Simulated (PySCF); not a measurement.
Consider CHF3OSi (SMILES [CH]O[Si](F)(F)F) (triplet).

```xyz
7

C    -1.4895   -0.2861   -1.0089
O    -0.7368   -0.3450    0.0892
Si    0.7713    0.2159    0.3700
F     0.8347    1.8013    0.2686
F     1.1627   -0.2317    1.8412
F     1.8143   -0.3841   -0.6687
H    -2.4623   -0.7823   -1.0792
```

Geometry: PBE0-D3(BJ)/def2-SVP.

Level of theory: UKS B3LYP, IGLO-III on C F O Si, pcH-1 on H, non-relativistic, mean-field spin-orbit, GIAO (PySCF).

Predict the electron density, electron localisation function and spin density between the atoms.

C–O (1.33 Å): the density is about 2.2 e/Å³ at the midpoint, with its minimum of 1.9 e/Å³ about 0.5 Å from C; the ELF peaks at about 0.90 between the atoms; a shared but strongly polarised pair.
Si–F (1.59 Å): ρ is about 1.1 e/Å³ halfway; the ELF peaks at about 0.85 in the valence shell of F, 0.6 Å from its nucleus, and is about 0.45 at the midpoint.
Si–O (1.63 Å): ρ at the midpoint is about 1.2 e/Å³; the ELF peaks at about 0.90 between the atoms: a polar covalent bond.
C–H (1.09 Å): ρ is about 2 e/Å³ halfway; the ELF climbs to about 1 towards the hydrogen, as it does in any bond to H (a covalent bond by its length).
The unpaired spin (2 electrons) lies mostly on C1 (about 1.5), O2 (about 0.3) and H7 (about 0.1), in electrons by Hirshfeld's partition.

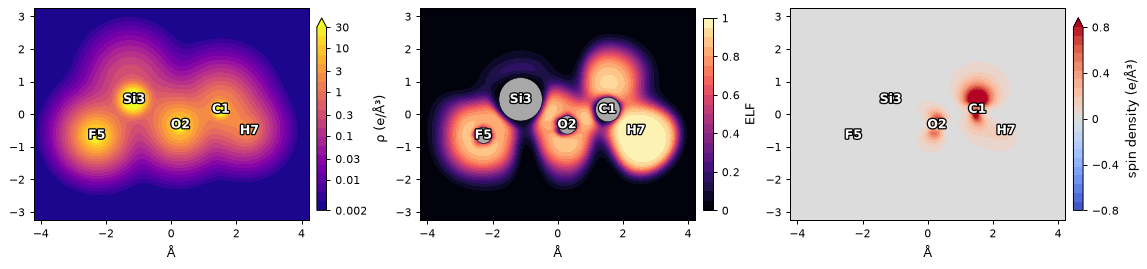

Computed electron density, electron localisation function and spin density on the plane of atoms C1, O2 and Si3, in this order. Grey discs cover the atomic cores in the ELF map. 
